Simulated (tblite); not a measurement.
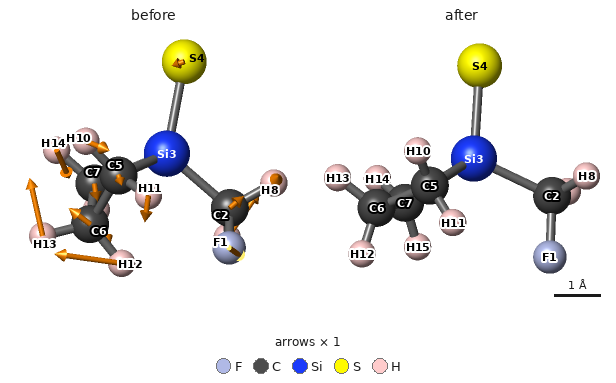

The structure of C$_{4}$H$_{8}$FSSi (multiplicity 2) before (left) and after (right) a relaxation, at one scale. The orange arrows give the displacements, at their true length.

A ball-and-stick model, seen at a tilt.

Theory: GFN2-xTB geometry optimisation, gas phase in tblite 0.8.0. 

Summarise the run.

Answer. An H atom moves most after the best rigid fit: 1.60 Å. Largest moves by element: H 1.60 Å, F 0.99 Å, C 0.61 Å, S 0.30 Å, Si 0.11 Å. Among the contacts that change: C–Si 1.834 → 1.925 Å, C–Si 1.852 → 1.931 Å, C–F 1.401 → 1.375 Å, C–H 1.118 → 1.092 Å. Bond angles that change, for instance: C–Si–S 119.1° → 109.8°, C–C–C 92.3° → 100.1°, H–C–H 116.1° → 108.8°. Groups turn about C–Si by about 45°. The energy falls by 72.2 kJ/mol in 100 geometry steps.
